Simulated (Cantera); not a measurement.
A closed system holds: 1 mol C2H5OH, 28 mol H2, 6.8 mol N2, equilibrated at 65.0 Pa.

Equilibrium computed with Cantera from the NASA thermochemical tables; the gas is ideal and each condensed phase is pure. Candidate condensed phases: C, C6H6, C7H8, C8H18, H2O; 169 gas species. Ions and electrons are included (thermal ionisation). Kinetics and transport are ignored.

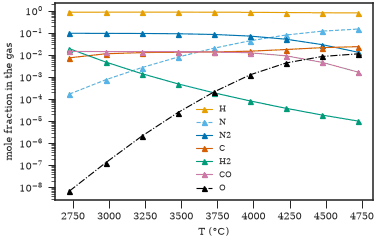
Figure. Equilibrium gas composition (values under 1e-9 drawn at 1e-9)

From 2727 °C to 4727 °C nothing is condensed. The main C-bearing gas is CO at 2727 °C and C at 4727 °C.
